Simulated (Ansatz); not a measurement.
**H₄OS₂Si: a ladder of functionals and wavefunction methods**

Aim: compute H₄OS₂Si with functionals from several rungs and with coupled cluster. The yardstick is the atomisation energy at the CCSD(T) limit.

Program: Ansatz 0.2.0, Gaussian basis. Level of theory: functionals in def2-TZVPP, the program's frozen cores in correlated methods. These are calculated values, not measurements.

Plan: LDA (SPW92), PBE-D4, revPBE-D4, BLYP-D4, r2SCAN-D4, B97M-V, PBE0-D4, B3LYP-D4, r2SCANh-D4, r2SCAN0-D4, HSE06-D4, BHLYP-D4, CAM-B3LYP-D4, LC-ωPBE, ωB97X-V, ωB97M-V, B2PLYP, PBE-QIDH; CCSD(T)/def2-SVP; CCSD(T)/def2-TZVPP; MP2/def2-QZVPP; extrapolation to the limit; RPA on PBE.

### Step 1. The geometry

The geometry comes from an earlier relaxation with PBE0-D4 in a triple-zeta def2 set; it is a stationary point, not always the lowest conformer.

SMILES `O[SiH](S)S`, 8 atoms, charge 0, spin multiplicity 1.

Atoms are counted from 1 here; the program's logs count them from 0.

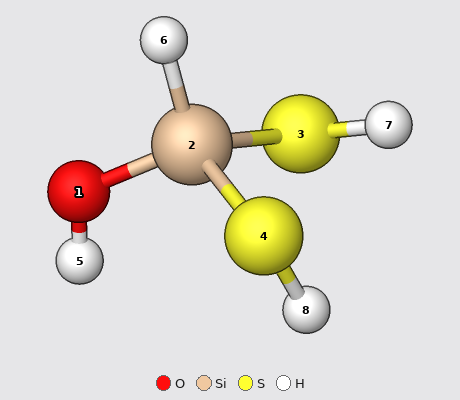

The geometry (oxygen red, silicon light orange, sulfur yellow, hydrogen white); atoms are numbered from 1 in the order of the file.

### Step 2. LDA

This LDA is Slater exchange with PW92 correlation.

in.yaml

```yaml
crystal:
  periodic: [false, false, false]
  atoms:
    - {symbol: O, position_ang: [-0.808886, 1.456750, -0.751428]}
    - {symbol: Si, position_ang: [0.070771, 0.521184, 0.261607]}
    - {symbol: S, position_ang: [1.617279, -0.361257, -0.917386]}
    - {symbol: S, position_ang: [-1.003315, -1.002078, 1.298286]}
    - {symbol: H, position_ang: [-1.227516, 1.038692, -1.506030]}
    - {symbol: H, position_ang: [0.550872, 1.436940, 1.313678]}
    - {symbol: H, position_ang: [1.910534, -1.302668, -0.005730]}
    - {symbol: H, position_ang: [-1.017438, -1.844664, 0.251203]}
basis:
  gaussian: {orbitals: def2-TZVPP}
hamiltonian: {xc: lda}
output: {orbitals: {seedname: orbitals}}
```

Started as:

```bash
ansatz run in.yaml --threads 2 --pin off --events-out ev --progress --plain --max-ram 4352MiB
```

After this run come: PBE-D4 (GGA); revPBE-D4 (GGA); BLYP-D4 (GGA); r2SCAN-D4 (meta-GGA); B97M-V (meta-GGA); B3LYP-D4 (hybrid); r2SCANh-D4 (hybrid); r2SCAN0-D4 (hybrid); HSE06-D4 (hybrid); BHLYP-D4 (hybrid); CAM-B3LYP-D4 (range-separated); LC-ωPBE (range-separated); ωB97X-V (range-separated); ωB97M-V (range-separated); B2PLYP (double hybrid); PBE-QIDH (double hybrid); CCSD(T) in def2-SVP; CCSD(T) in def2-TZVPP; MP2 in def2-QZVPP; RPA on PBE orbitals.

Before running them: what should the planned runs give, taken together? Wanted: atomisation energy, CCSD(T)/CBS; farthest beyond LDA; mean size of error, GGA; mean size of error, meta-GGA; mean size of error, hybrid; mean size of error, range-separated; mean size of error, double hybrid; gap, smallest and largest; T1 diagnostic.

As calculated:

| quantity | value |
| --- | --- |
| atomisation energy, CCSD(T)/CBS | 635.4 kcal/mol |
| functionals within 3.2 kcal/mol (0.5 %) | PBE-D4, r2SCAN-D4, B97M-V, ωB97X-V, ωB97M-V |
| farthest beyond LDA | BHLYP-D4 (-26.1 kcal/mol) |
| mean size of error, GGA | 8.2 kcal/mol |
| mean size of error, meta-GGA | 1.8 kcal/mol |
| mean size of error, hybrid | 11.4 kcal/mol |
| mean size of error, range-separated | 6.1 kcal/mol |
| mean size of error, double hybrid | 13.3 kcal/mol |
| gap, smallest and largest | 5.26 eV (BLYP-D4), 12.44 eV (LC-ωPBE) |
| T1 diagnostic | 0.0116 |
| triples share of the correlation energy | 4.1 % |

**Reading.** LDA overbinds by 89.4 kcal/mol (14 %). PBE-D4 is off by +2.6 kcal/mol. Double hybrids carry the basis error of their MP2 part in triple zeta, and no dispersion term here, so their miss is partly the set-up's. By mean error the best rung here is meta-GGA (1.8 kcal/mol) and the worst beyond LDA is double hybrid (13.3 kcal/mol). The reference freezes the cores and leaves out relativity and excitations past (T), so misses under about 3.2 kcal/mol can't be ranked. Hartree-Fock recovers 70 % of the binding; the rest is correlation. CCSD(T) in def2-SVP is off by -64.0 kcal/mol, worse than the median functional, from the basis alone. The gap grows from 5.3 to 12.4 eV across the functionals, mostly with the share of exact exchange.
